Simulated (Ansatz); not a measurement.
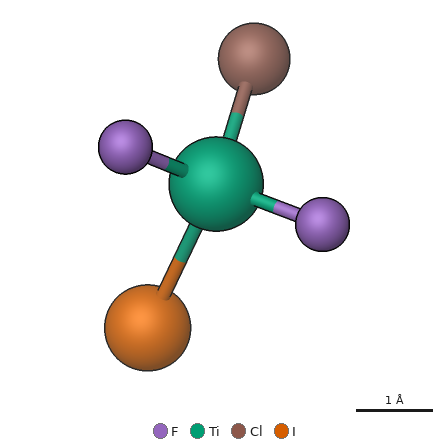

Ball-and-stick drawing of a structure.

Charge 0, singlet.

What does the picture show?

It has 5 atoms: 1 titanium, 1 iodine, 1 chlorine and 2 fluorine (TiIClF₂). SMILES: `[F][Ti]([F])([Cl])[I]`. The point group is Cs. Coordination: 1 Ti tetrahedral.

The parts below concern this one geometry. Atoms keep their numbers from picture to picture. Computed geometry: PBE0-D4/def2-TZVP optimisation.

## Vibrations

Harmonic vibrations computed with RKS PBE0-D4/def2-TZVP, core potentials on I (Ansatz 0.2.0) at a stationary point of the same level.

**How many vibrational modes are there, and where do they lie?**

9 modes: 96, 133, 155, 159, 196, 316, 490, 769, 806 cm⁻¹.

## Dipole moment

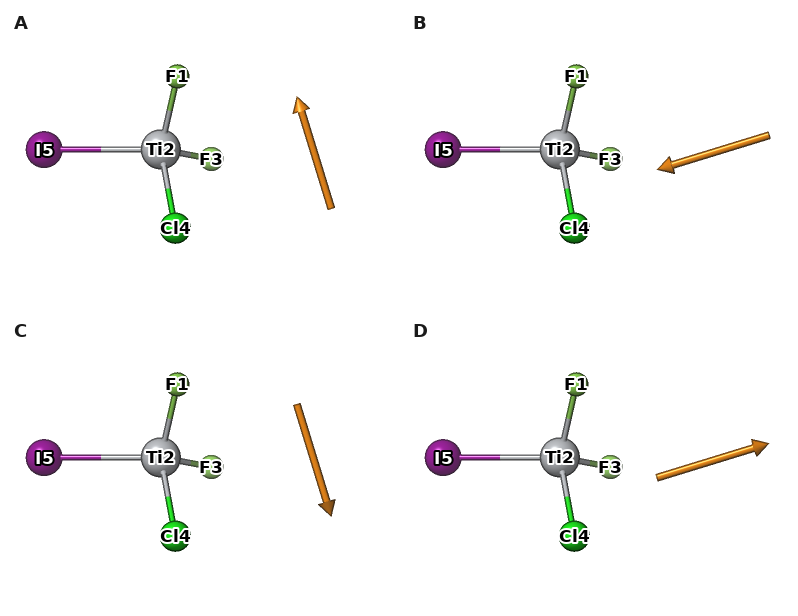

The same molecule four times, each with an arrow. Method: RKS B3LYP-D4/def2-TZVPP, core potentials on I (Ansatz 0.2.0).

**Which arrow points along the dipole moment, from the negative to the positive end?**

B. The dipole moment is 0.70 D; it points from the side of F1, F3 to the side of I5 (the outermost atoms at the two ends).

## Thermal motion

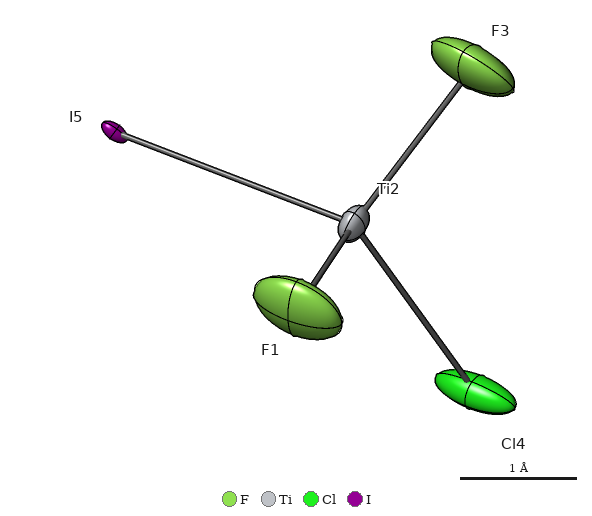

Displacement ellipsoids at the 50 % level, enlarged 2 times, from the internal vibrations of the free molecule (harmonic, no overall translation or rotation; no half-axis is drawn under 0.075 Å). Vibrations computed with RKS PBE0-D4/def2-TZVP, core potentials on I (Ansatz 0.2.0). Temperature: 400 K.

**Which atom has the largest mean-square displacement?**

F1, F3, with U_eq = 0.0110 Å².

List U_eq and the three principal root-mean-square amplitudes for each kind of atom.

```tsv
atom	U_eq (Å²)	rms amplitudes (Å)
F1, F3	0.0110	0.057, 0.101, 0.140
Ti2	0.0028	0.037, 0.057, 0.061
Cl4	0.0076	0.048, 0.052, 0.133
I5	0.00088	0.017, 0.025, 0.042
```

## Electronic properties

Properties computed with RKS PBE0-D4/def2-TZVPP, core potentials on I (Ansatz 0.2.0).

Predict the main results.

- HOMO energy (Kohn–Sham orbital): −8.46 eV
- LUMO energy (Kohn–Sham orbital): −3.62 eV
- HOMO–LUMO gap: 4.84 eV
